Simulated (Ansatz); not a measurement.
## From Cu to Au: the dipole moment

One atom is swapped for its congeners: CuBr; AgBr (silver bromide); AuBr (bromogold). All are singlets with charge 0.

Shapes, held fixed at every level: PBE0-D4/def2-TZVP. Programs: Ansatz 0.2.0. Values in D.

| level | CuBr | AgBr | AuBr |
| --- | --- | --- | --- |
| PBE-D4/def2-TZVPP | 4.20 | 4.63 | 2.86 |
| r2SCAN-D4/def2-TZVPP | 4.65 | 5.13 | 3.22 |
| B3LYP-D4/def2-TZVPP | 4.69 | 5.09 | 3.29 |
| wB97M-V/def2-TZVPP | 5.23 | 5.82 | 4.06 |

At wB97M-V/def2-TZVPP the dipole moment isn't monotonic: it is largest for Ag and smallest for Au (5.82 and 4.06 D). Every level shows the same order. For atoms past krypton def2 sets carry core potentials with scalar relativity. Relativity is left out for Br unless named.

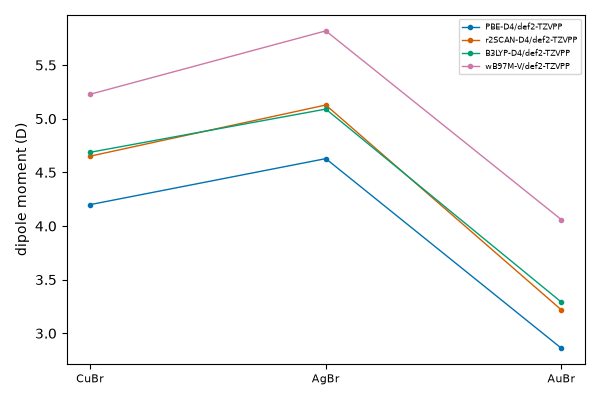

The trend along the series, level by level.
